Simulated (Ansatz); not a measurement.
**SnTe2 (model cell, started as rutile): following an unstable mode**

Wanted: the energy along a soft mode of SnTe2 (model cell, started as rutile) and the structure at the end.

Main program and level: Ansatz 0.2.0; DFT PBE, scalar-relativistic, plane waves, PAW.

The structure was built from a prototype and need not be the compound's stable phase.

## 1. Starting point

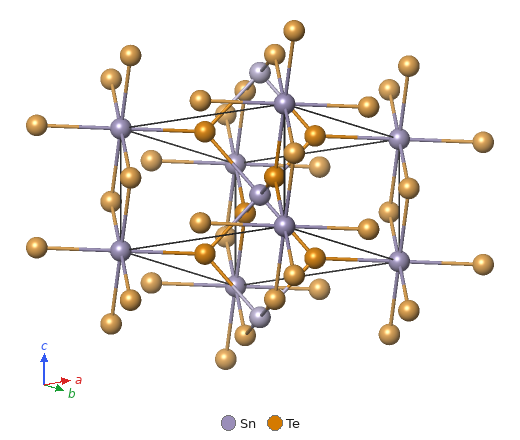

The cell as given, from a free direction (tin purple, tellurium orange). Some periodic images of atoms are drawn too.

Coordinates:

```cif
data_structure
_symmetry_space_group_name_H-M 'P4_2/mnm'
_symmetry_Int_Tables_number 136
_cell_length_a 7.0577
_cell_length_b 7.0577
_cell_length_c 4.4241
_cell_angle_alpha 90.000
_cell_angle_beta 90.000
_cell_angle_gamma 90.000
_cell_volume 220.37
loop_
_atom_site_label
_atom_site_type_symbol
_atom_site_symmetry_multiplicity
_atom_site_Wyckoff_symbol
_atom_site_fract_x
_atom_site_fract_y
_atom_site_fract_z
_atom_site_occupancy
Sn1 Sn 2 a 0.00000 0.00000 0.00000 1
Te1 Te 4 f 0.30207 0.30207 0.00000 1
```

## 2. Phonons on a q mesh

The cell comes from relaxations at this level that are not shown. Stability and thermal properties need the whole zone. Linear response on a 2×2×2 q mesh gives force constants as far as a supercell of that size would.

File input.yaml:

```yaml
crystal:
  lattice:
    - [7.0577214653, 0.0, 0.0]
    - [0.0, 7.0577214653, 0.0]
    - [0.0, 0.0, 4.4240602484]
  atoms:
    - { symbol: Sn, position: [0.0, 0.0, 0.0] }
    - { symbol: Sn, position: [0.5, 0.5, 0.5] }
    - { symbol: Te, position: [0.3020693096, 0.3020693096, 0.0] }
    - { symbol: Te, position: [0.6979306904, 0.6979306904, 0.0] }
    - { symbol: Te, position: [0.8020693096, 0.1979306904, 0.5] }
    - { symbol: Te, position: [0.1979306904, 0.8020693096, 0.5] }
kpoints:
  mp_grid: { grid: [6, 6, 8] }
hamiltonian:
  xc: pbe
scf:
  occupations: { method: methfessel_paxton, width: 0.2 }
output:
  eigenvalues: true
phonons:
  method: dfpt
  qmesh: [2, 2, 2]
  temperatures: { t_max: 1000, t_step: 50 }
  qpath:
    path:
      - [[0.0, 0.0, 0.0], [0.0, 0.5, 0.0], [0.5, 0.5, 0.0], [0.0, 0.0, 0.0], [0.0, 0.0, 0.5], [0.0, 0.5, 0.5], [0.5, 0.5, 0.5], [0.0, 0.0, 0.5]]
      - [[0.0, 0.5, 0.0], [0.0, 0.5, 0.5]]
      - [[0.5, 0.5, 0.0], [0.5, 0.5, 0.5]]
    npoints: 10
```

The run is started by

```bash
ansatz run input.yaml --threads 4 --pin off --max-ram 14336MiB --backend cpu --events-out ev --progress --plain --runs-dir out
```

Numbers of over 12 decimals in the logs are rounded to 6 here.

Log:

```text
Warning: phonons: the dynamical matrix that this run interpolates holds no multipole term above the dipole-dipole one, and a site of this crystal is no centre of inversion, so its interpolated transverse optical and acoustic branches and sound speeds can stay off near Gamma, and the density of states and the thermodynamics with them. What a run solves at a wave vector of phonons.qpoints, Gamma apart, where the deck admits one, is free of this, and under fd what a larger phonons.supercell samples
Engine: ansatz 0.2.0, aarch64-unknown-linux-gnu
Pseudopotentials: kind: paw
Pseudopotential: Sn, paw, valence charge 14, recommended cutoff 420 eV (normal), Sn.paw.azcp
Pseudopotential: Te, paw, valence charge 16, recommended cutoff 420 eV (normal), Te.paw.azcp
Functional definition: PBE
  parameter kappa = 0.804
  parameter beta = 0.066725
  exchange = pbe_x(kappa = kappa, mu = beta*pi^2/3)
  correlation = pbe_c(beta = beta)
Crystal: 6 atoms, lattice volume = 220.369 Å³
Basis set: ecut = 420 eV, 4307 PW (Γ), exchange–correlation on 96×96×60 points (8 copies of the dense FFT grid, shifted against one another)
Bands: 56, of which v1, the nominal top of the filled ones, is band 46 counted from 1 (45 counted from 0)
Symmetry: 16 space group operations
k-points: 50 of 288
Non-local potential: Sn, projectors of the file, l = 0: 2, l = 1: 2, l = 2: 2, l = 3: 2
Non-local potential: Te, projectors of the file, l = 0: 2, l = 1: 2, l = 2: 2, l = 3: 2
PAW form: soft (Blöchl's): semilocal exchange-correlation on the pseudo side does not see the compensation charge
PAW one-centre angular grid: Sn, 590 points (default); XC on 64 Gauss nodes
PAW one-centre angular grid: Te, 590 points (default); XC on 64 Gauss nodes
Initial density: superposition of atomic densities (neutral atoms: chi_scale 0, normalization atom), corrected by the library's trained network
Initial wavefunctions: pseudopotential atomic-orbital guess
Functional: x = pbe(κ = 0.804, μ = 0.219515), c = pbe(β = 0.066725)
SCF iter   1: F=—  HF=-39967.731629 eV  |F-HF|=—  |Δ(HF+E_count)|=         —  Δρ=1.80e-3  dr2=6.86e-3  ethr=1.77e-3  ⟨swp⟩=8.1  Hψ=11464  notcnv=0
preconditioner: auto → LDOS  [metal: Δε(μ)=0.015 eV  Ē_g=8.256 eV  σ=0.200 eV  W_gap=0.06  n_scr=46 (ndim 8)  ℏωp=14.2 eV  f_vac=0.079  D(μ)=5.02/eV (n_scr^D=38)  β→1.0]
SCF iter   2: F=—  HF=-39967.730124 eV  |F-HF|=—  |Δ(HF+E_count)|=   1.50e-3  S|Δr|=    0.00e0  Δρ=7.16e-4  dr2=8.99e-4  ethr=7.46e-6  ⟨swp⟩=2.1  Hψ=5567  notcnv=0  defer=1
SCF iter   3: F=—  HF=-39967.729720 eV  |F-HF|=—  |Δ(HF+E_count)|=   4.04e-4  S|Δr|=    0.00e0  Δρ=3.00e-4  dr2=1.48e-4  ethr=9.78e-7  ⟨swp⟩=2.0  Hψ=4984  notcnv=0  defer=1
SCF iter   4: F=—  HF=-39967.729658 eV  |F-HF|=—  |Δ(HF+E_count)|=   6.19e-5  S|Δr|=    0.00e0  Δρ=6.63e-5  dr2=6.91e-6  ethr=1.61e-7  ⟨swp⟩=2.0  Hψ=4979  notcnv=0  defer=1
SCF iter   5: F=—  HF=-39967.729687 eV  |F-HF|=—  |Δ(HF+E_count)|=   2.87e-5  S|Δr|=    0.00e0  Δρ=2.19e-5  dr2=9.37e-7  ethr=7.51e-9  ⟨swp⟩=2.0  Hψ=4996  notcnv=0  defer=1
SCF iter   6: F=—  HF=-39967.729687 eV  |F-HF|=—  |Δ(HF+E_count)|=   7.51e-8  S|Δr|=    0.00e0  Δρ=5.18e-6  dr2=4.27e-8  ethr=1.02e-9  ⟨swp⟩=2.0  Hψ=5017  notcnv=0  defer=1
SCF iter   7: F=—  HF=-39967.729687 eV  |F-HF|=—  |Δ(HF+E_count)|=   2.15e-8  S|Δr|=    0.00e0  Δρ=1.31e-6  dr2=3.27e-9  ethr=4.64e-11  ⟨swp⟩=2.0  Hψ=4988  notcnv=0  defer=1
SCF iter   8: F=—  HF=-39967.729687 eV  |F-HF|=—  |Δ(HF+E_count)|=  7.28e-12  S|Δr|=    0.00e0  Δρ=3.57e-7  dr2=2.38e-10  ethr=3.56e-12  ⟨swp⟩=2.0  Hψ=3991  notcnv=0  defer=1
SCF iter   9: F=-39967.729687 eV  HF=-39967.729687 eV  |F-HF|=0.00e0  |Δ(HF+E_count)|=  1.46e-10  S|Δr|=    0.00e0  Δρ=5.50e-8  dr2=6.01e-12  ethr=1.00e-12  ⟨swp⟩=11.3  Hψ=18139  notcnv=0
SCF 1 converged in 9 iterations: F = -39967.729687 eV  dr2 = 6.01e-12
  greatest PAW one-centre occupation: 0.998 electrons in one spin orbital (limit 2), on the Te atom at site 3 (counted from 0), in its partial waves of l = 2
Initial density: read from a saved state, or passed on in memory by an earlier SCF of this step, an earlier step, the calling program or the single point that the run made first
iter 1 solved again at ethr=3.66e-7 eV; its pass at ethr=3.10e-3 eV (dr2=3.36e-4 eV) is discarded
SCF iter   1: F=—  HF=-39967.729655 eV  |F-HF|=—  |Δ(HF+E_count)|=         —  Δρ=7.19e-7  dr2=2.01e-9  ethr=3.66e-7  ⟨swp⟩=3.0  Hψ=18525  notcnv=0
eigensolver tolerance schedule: the retry pair's looser diagonalisation over-reported the residual by 167421.57 of it (diagonalisation noise at an unbounded share of the residual, at the tolerance the schedule requests for it); recorded, not acted on — ethr = c·dr2/N_el stays at c = 1.0e-1
preconditioner: auto → LDOS  [metal: Δε(μ)=0.009 eV  Ē_g=8.251 eV  σ=0.200 eV  W_gap=0.04  n_scr=46 (ndim 8)  ℏωp=14.2 eV  f_vac=0.081  D(μ)=5.12/eV (n_scr^D=38)  β→1.0]
SCF iter   2: F=—  HF=-39967.729687 eV  |F-HF|=—  |Δ(HF+E_count)|=   3.21e-5  S|Δr|=    0.00e0  Δρ=8.00e-7  dr2=2.35e-9  ethr=2.18e-12  ⟨swp⟩=4.3  Hψ=8137  notcnv=0
SCF iter   3: F=—  HF=-39967.729687 eV  |F-HF|=—  |Δ(HF+E_count)|=  5.97e-10  S|Δr|=    0.00e0  Δρ=3.44e-7  dr2=4.40e-10  ethr=2.18e-12  ⟨swp⟩=2.8  Hψ=5287  notcnv=0
SCF iter   4: F=—  HF=-39967.729687 eV  |F-HF|=—  |Δ(HF+E_count)|=  2.18e-11  S|Δr|=    0.00e0  Δρ=2.41e-7  dr2=2.36e-10  ethr=1.00e-12  ⟨swp⟩=1.0  Hψ=2800  notcnv=0
SCF iter   5: F=—  HF=-39967.729687 eV  |F-HF|=—  |Δ(HF+E_count)|=  2.18e-11  S|Δr|=    0.00e0  Δρ=1.74e-7  dr2=1.19e-10  ethr=1.00e-12  ⟨swp⟩=1.0  Hψ=2800  notcnv=0
SCF iter   6: F=—  HF=-39967.729687 eV  |F-HF|=—  |Δ(HF+E_count)|=  2.18e-11  S|Δr|=    0.00e0  Δρ=1.01e-7  dr2=3.87e-11  ethr=1.00e-12  ⟨swp⟩=1.0  Hψ=2800  notcnv=0
SCF iter   7: F=—  HF=-39967.729687 eV  |F-HF|=—  |Δ(HF+E_count)|=  2.18e-11  S|Δr|=    0.00e0  Δρ=8.35e-8  dr2=2.70e-11  ethr=1.00e-12  ⟨swp⟩=1.0  Hψ=2800  notcnv=0
SCF iter   8: F=-39967.729687 eV  HF=-39967.729687 eV  |F-HF|=1.46e-11  |Δ(HF+E_count)|=  7.28e-12  S|Δr|=    0.00e0  Δρ=2.12e-8  dr2=1.69e-12  ethr=1.00e-12  ⟨swp⟩=3.0  Hψ=7382  notcnv=0
SCF 2 converged in 8 iterations: F = -39967.729687 eV  dr2 = 1.69e-12
  greatest PAW one-centre occupation: 0.998 electrons in one spin orbital (limit 2), on the Te atom at site 5 (counted from 0), in its partial waves of l = 2
phonons: the bands overlap, so this run is a metal and interpolates without the dipole-dipole term. If the crystal is really an insulator or semiconductor, its LO-TO splitting is missing
NSCF: frozen V_eff on 50 k-points
WARN: eigensolver did not converge (k=1): 1 band(s) unlocked after 20 sweeps at ethr=1.22e-12 eV (storage-precision floor; scheduled 1.00e-12 eV) (lowest unlocked band 55, counted from 0; max residual 3.01e-6 eV among the unlocked bands, 3.01e-6 eV over every band; other slots of this pass that fall short are told together in one closing line; warning suppressed until the next SCF loop or pass starts)
NSCF: frozen V_eff on 100 k-points
DFPT response loops at q = (0, 0, 0) (fractional): preconditioner auto → Kerker (q_TF=auto, 2.359 Å⁻¹) (partly filled bands, converged f_vac=0.081); β = 1.00, the filter's whole step (`scf.mixing.beta` (0.50) is not read by the response loops under this deck's `scf.mixing.preconditioner`; to damp them name `kerker` or `kerker_dos`, under which they read `scf.mixing.beta`, and type it under 1.00, their step now; both keys bind the ground state too); Broyden in place of MSR1
NSCF: frozen V_eff on 200 k-points
DFPT response loops at q = (0, 0, -0.5) (fractional): mixed as the last ones told, above
NSCF: frozen V_eff on 200 k-points
DFPT response loops at q = (0, -0.5, 0) (fractional): mixed as the last ones told, above
NSCF: frozen V_eff on 200 k-points
DFPT response loops at q = (0, -0.5, -0.5) (fractional): mixed as the last ones told, above
NSCF: frozen V_eff on 200 k-points
DFPT response loops at q = (-0.5, -0.5, 0) (fractional): mixed as the last ones told, above
NSCF: frozen V_eff on 200 k-points
DFPT response loops at q = (-0.5, -0.5, -0.5) (fractional): mixed as the last ones told, above
SCF converged after 9 iterations
Stability not checked: this state was not tested for a lower state beside it, because cold or Methfessel-Paxton smearing, or corrected tetrahedra, fill the levels in a way that the test cannot read (fill_not_monotonic; see scf.lower_state_search)
Free energy (F): -39967.729687 eV
Harris-Foulkes:  -39967.729687 eV  (|F-HF|=0.00e0)
Internal energy: -39967.726393 eV  (E = F + TS)
E sigma→0 (E₀):  -39967.728864 eV
Entropy (-TS):   -0.003294 eV (-0.549 meV/atom)
Fermi energy:    6.798882 eV
--- Per-component energies (eV) ---
  E_band       = -1409.066051
  E_kinetic    = 1091.436332
  E_local      = -8121.696160  (includes V_loc(G=0)·N_el)
  E_nonlocal   = -1304.463310
  E_hartree    = 4882.439305
  E_xc         = -1258.015080
  E_vxc        = -603.097878  (∫ρ·V_xc dr)
  E_paw        = -26925.610062  (= ΣΔE_a)
  E_vpaw       = -2236.122770  (= ΣTr[D̂ρ^β])
  E_aug_tail   = -0.000783  (compensation charges beyond the density's cutoff)
  E_ewald      = -8331.816636
  E_smearing   = -0.003294  (= −TS)
  E_closure    = -0.000000  (closes the sum)
  Σ components = -39967.729687   (vs F -39967.729687, Δ=0.00e0)
--- Band table (eV; the first three rows and the last of 50) ---
  k-point 0: bands = [... 42 lower, 6.1167, 6.1167, 6.7689, 6.7689, 7.3910, 7.4573, 8.6786, 8.6786, ... 6 higher]
  k-point 1: bands = [... 42 lower, 5.4147, 6.5494, 6.7845, 6.7845, 7.2510, 7.9511, 9.3127, 9.3127, ... 6 higher]
  k-point 2: bands = [... 42 lower, 4.6276, 6.5073, 6.5073, 6.8349, 6.8498, 8.3424, 9.9957, 10.1983, ... 6 higher]
  k-point 49: bands = [... 42 lower, 6.1659, 6.1659, 6.3520, 6.3520, 6.7320, 6.7320, 10.3692, 10.3692, ... 6 higher]
--- Phonons (Γ-DFPT): 4 representative perturbations + reference (Σ response iterations 12) ---
  ASR residual: 1.167e-4 → 0.000e0 eV/Å²; symmetrization residual: 2.980e-5 eV/Å²
  ASR residual per site (eV/Å²): 1.16e-4 1.16e-4 1.17e-4 1.17e-4 1.17e-4 1.17e-4
  Γ frequencies (cm⁻¹): -55.46 -55.46 -48.43 -36.33 -11.64 0.00 0.00 0.00 82.03 82.03 86.44 86.44 107.95 114.93 131.07 132.39 135.86 135.86
--- Phonons (arbitrary-q DFPT): 6 irreducible q on the 2×2×2 mesh ---
  q = [0.0000, 0.0000, 0.0000] (star 1, of the zone-centre solve; hermiticity 1.38e-5, symmetrization 8.99e-12): -55.46 -55.46 -48.43 -36.33 -11.64 -0.00 -0.00 0.00 82.03 82.03 86.44 86.44 107.95 114.93 131.07 132.39 135.86 135.86
  q = [0.0000, 0.0000, -0.5000] (star 1, 4 solved perturbations in 330 linear systems a pass and spin channel, the states on 100 of 288 k-point pairs; hermiticity 1.33e-5, symmetrization 4.84e-12): -57.93 -57.93 -45.19 -45.19 25.05 25.05 59.29 59.29 87.88 87.88 90.10 90.10 97.84 97.84 118.99 118.99 133.69 133.69
  q = [0.0000, -0.5000, 0.0000] (star 2, 6 solved perturbations on 100 of 288 k-point pairs; hermiticity 1.55e-5, symmetrization 2.93e-6): -56.43 -56.43 -44.81 -44.81 -8.11 -8.11 51.96 51.96 63.24 63.24 83.77 83.77 125.35 125.35 130.95 130.95 133.94 133.94
  q = [0.0000, -0.5000, -0.5000] (star 2, 6 solved perturbations on 100 of 288 k-point pairs; hermiticity 1.86e-5, symmetrization 2.60e-6): -52.00 -52.00 -41.05 -41.05 -13.48 -13.48 18.63 18.63 94.08 94.08 103.69 103.69 116.24 116.24 121.99 121.99 135.13 135.13
  q = [-0.5000, -0.5000, 0.0000] (star 1, 4 solved perturbations in 330 linear systems a pass and spin channel, the states on 100 of 288 k-point pairs; hermiticity 2.52e-5, symmetrization 2.96e-6): -63.89 -63.89 -55.58 -55.58 -4.69 -4.69 10.14 10.14 84.42 84.42 85.40 85.40 112.20 112.20 130.50 130.50 133.48 133.48
  q = [-0.5000, -0.5000, -0.5000] (star 1, 4 solved perturbations in 330 linear systems a pass and spin channel, the states on 100 of 288 k-point pairs; hermiticity 2.66e-5, symmetrization 1.44e-6): -45.78 -45.78 -39.28 -39.28 5.88 5.88 57.66 57.66 85.27 85.27 95.28 95.28 99.61 99.61 119.92 119.92 136.59 136.59
  sum rule: each row above includes the acoustic sum rule's correction from the zone centre's row sums; it moved no ω² by more than (0.63 cm⁻¹)²
  mesh force constants: q→R imaginary residual 1.03e-17; ASR residual 1.167e-4 → 0.000e0 eV/Å²; symmetrization residual 2.665e-15 eV/Å²
  interpolated dispersion: 93 rows × 18 modes
  density of states and harmonic sums: on the 10×10×14 q-mesh, interpolated from the force constants of a 2×2×2 supercell (no non-analytic term)
  largest difference from the sums on the solved wave vectors: F 3.68e-1 eV, S 4.68e-4 and C_V 1.00e-4 eV/K
  zero-point energy: 0.073828 eV/cell   skipped modes (ω ≤ 0): 785, of them read as no rigid motion or as one in doubt: 782 (4.588e0 modes/cell left out, lowest -63.89 cm⁻¹)   left out of the sums: 2.55e-1 of the cell's modes: C_V's classical limit lies that fraction below 3 k_B per atom; for a crystal, a wire or a layer, F and S can be off by more, and a phonons.interpolated_qmesh denser along its periods is the remedy for the sampling
```

The job ended after 15 min (4 threads of Arm Neoverse V2, shared host; peak memory 3.2 GiB; 60 min of CPU time).

Numbers from this step:

- volume per atom: 36.73 Å³
- gap on the k-mesh: 0 eV
- sum-rule residual before enforcement: 1.17e-4 eV/Å²
- lowest frequency on the path: -63.89 cm⁻¹
- point group: 4/mmm
- highest frequency on the path or at a solved wavevector: 136.7 cm⁻¹
- highest optical mode at the zone centre (no LO-TO term): 135.9 cm⁻¹
- lowest optical zone-centre mode: -55.46 cm⁻¹
- lowest mode on the q mesh (acoustic modes at Γ apart): -63.89 cm⁻¹

Frequencies (cm⁻¹) solved at each irreducible wavevector; negative means imaginary. Frequencies by wavevector, by row:

| q in reciprocal lattice units | star | mode 1 | mode 2 | mode 3 | mode 4 | mode 16 | mode 17 | mode 18 |
| --- | --- | --- | --- | --- | --- | --- | --- | --- |
| 0 0 0 | 1 | -55.5 | -55.5 | -48.4 | -36.3 | 132.4 | 135.9 | 135.9 |
| 0 0 -0.5 | 1 | -57.9 | -57.9 | -45.2 | -45.2 | 119 | 133.7 | 133.7 |
| 0 -0.5 0 | 2 | -56.4 | -56.4 | -44.8 | -44.8 | 130.9 | 133.9 | 133.9 |
| 0 -0.5 -0.5 | 2 | -52 | -52 | -41 | -41 | 122 | 135.1 | 135.1 |
| -0.5 -0.5 0 | 1 | -63.9 | -63.9 | -55.6 | -55.6 | 130.5 | 133.5 | 133.5 |
| -0.5 -0.5 -0.5 | 1 | -45.8 | -45.8 | -39.3 | -39.3 | 119.9 | 136.6 | 136.6 |

Interpolated from a 2×2×2 q mesh, rough between the solved points. The phonon branches at the labelled points (cm⁻¹):

| point | branch 1 | branch 2 | branch 3 | branch 4 | branch 15 | branch 16 | branch 17 | branch 18 |
| --- | --- | --- | --- | --- | --- | --- | --- | --- |
| Γ | -56 | -56 | -48 | -36 | 131 | 132 | 136 | 136 |
| X | -56 | -56 | -45 | -45 | 131 | 131 | 134 | 134 |
| M | -64 | -64 | -56 | -56 | 130 | 130 | 134 | 134 |
| Γ | -56 | -56 | -48 | -36 | 131 | 132 | 136 | 136 |
| Z | -58 | -58 | -45 | -45 | 119 | 119 | 134 | 134 |
| R | -52 | -52 | -41 | -41 | 122 | 122 | 135 | 135 |
| A | -46 | -46 | -39 | -39 | 120 | 120 | 137 | 137 |
| Z | -58 | -58 | -45 | -45 | 119 | 119 | 134 | 134 |
| jump to X | -56 | -56 | -45 | -45 | 131 | 131 | 134 | 134 |
| R | -52 | -52 | -41 | -41 | 122 | 122 | 135 | 135 |
| jump to M | -64 | -64 | -56 | -56 | 130 | 130 | 134 | 134 |
| A | -46 | -46 | -39 | -39 | 120 | 120 | 137 | 137 |

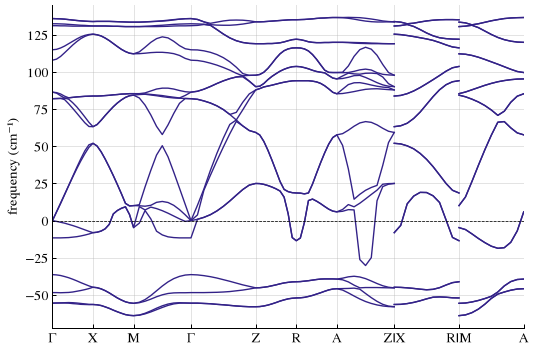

Phonon branches along the path.

Symmetry leaves 6 wavevectors to solve. The lowest mode among them, the acoustic zeros apart, lies at q = (-0.5, -0.5, 0) and is imaginary, 63.9i cm⁻¹, so the energy falls along it.

## 3. The mode frozen in, largest atomic shift 0 Å

The mode followed lies at q = (-0.5, -0.5, 0) with frequency 63.9i cm⁻¹ and is 2-fold degenerate, the softest among the wavevectors solved. At small amplitude the distorted cell has space group no. 84 by a symmetry search on the positions. The undistorted cell that holds it gives the zero of energy on the same k mesh.

System of this step: SnTe2 (model cell, started as rutile). It takes space group P4_2/mnm (No. 136, tetragonal). Conventional cell: a = 7.058 Å, b = 7.058 Å, c = 4.424 Å, α = 90.00°, β = 90.00°, γ = 90.00°. Nearest to Sn lie 6 Te at 2.97 to 3.01 Å. Nearest to Te lie 3 Sn at 2.97 to 3.01 Å. Farther neighbours and most contacts between anions are not listed.

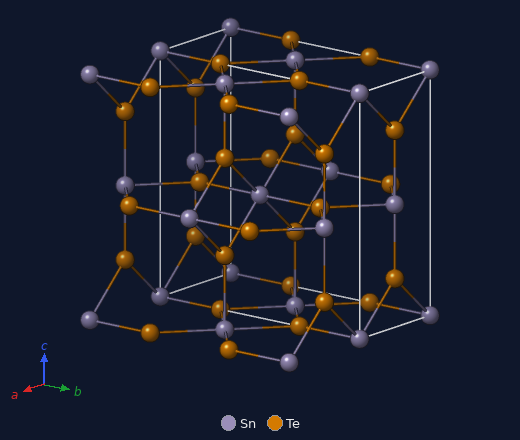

The cell of this step (tin purple, tellurium orange). 2×1×1 cells are drawn. Some periodic images of atoms are drawn too.

File input.yaml:

```yaml
crystal:
  lattice:
    - [0.0, 0.0, -4.4240602484]
    - [-7.0577214653, -7.0577214653, 0.0]
    - [-7.0577214653, 7.0577214653, 0.0]
  atoms:
    - { symbol: Sn, position: [0.0, 0.5, 0.5] }
    - { symbol: Sn, position: [0.0, 1.0, 1.0] }
    - { symbol: Sn, position: [0.5, 1.0, 0.5] }
    - { symbol: Sn, position: [0.5, 0.5, 0.0] }
    - { symbol: Te, position: [0.0, 0.1979306904, 0.5] }
    - { symbol: Te, position: [0.0, 0.6979306904, 0.0] }
    - { symbol: Te, position: [0.0, 0.8020693096, 0.5] }
    - { symbol: Te, position: [0.0, 0.3020693096, 0.0] }
    - { symbol: Te, position: [0.5, 0.0, 0.1979306904] }
    - { symbol: Te, position: [0.5, 0.5, 0.6979306904] }
    - { symbol: Te, position: [0.5, 0.0, 0.8020693096] }
    - { symbol: Te, position: [0.5, 0.5, 0.3020693096] }
kpoints:
  mp_grid: { grid: [8, 4, 4] }
hamiltonian:
  xc: pbe
scf:
  occupations: { method: methfessel_paxton, width: 0.2 }
output:
  forces: true
  stress: true
  eigenvalues: true
```

Log:

```text
[...]
Crystal: 12 atoms, lattice volume = 440.738 Å³
Basis set: ecut = 420 eV, 8627 PW (Γ), exchange–correlation on 60×144×144 points (8 copies of the dense FFT grid, shifted against one another)
Bands: 111, of which v1, the nominal top of the filled ones, is band 92 counted from 1 (91 counted from 0)
Symmetry: 32 space group operations
[...]
k-points: 30 of 128
[...]
k-point 0: bands = [... 88 lower, 6.1170, 6.1170, 6.7683, 6.7683, 6.8979, 6.8979, 7.3905, 7.4564, ... 15 higher]
  k-point 1: bands = [... 88 lower, 6.2346, 6.3010, 6.6771, 6.7484, 6.7877, 6.9907, 7.1546, 7.3944, ... 15 higher]
  k-point 2: bands = [... 88 lower, 6.4340, 6.4340, 6.6867, 6.6867, 6.7219, 6.7219, 7.2050, 7.2050, ... 15 higher]
  k-point 29: bands = [... 88 lower, 6.4019, 6.4019, 6.4019, 6.4019, 7.7749, 7.7749, 7.7749, 7.7749, ... 15 higher]
[key lines of the parts left out:]
SCF converged after 6 iterations
Free energy (F): -79935.461352 eV
Fermi energy:    6.793411 eV
P = ⅓ Tr σ = 0.0000 GPa (0.000 kbar)
```

It took 18 s on 4 threads; peak memory 1.9 GiB.

Numbers from this step:

```yaml
pressure: 9.88e-6 GPa
energy_from_the_undistorted_cell: 0 meV/atom
```

The run ends at a pressure of 0.00 GPa, with forces up to 0.013 eV/Å.

[end of part 1 of 2]

[Logs are printed without paths, hosts, clocks, repeated set-up lines and the standing remarks that a program may print on its own settings, such as how far it seeks lower states.]

[Hosts, paths, dates, database ids (printed as entryN), source tags and the programs' standing remarks are cut or masked in the printed files.]
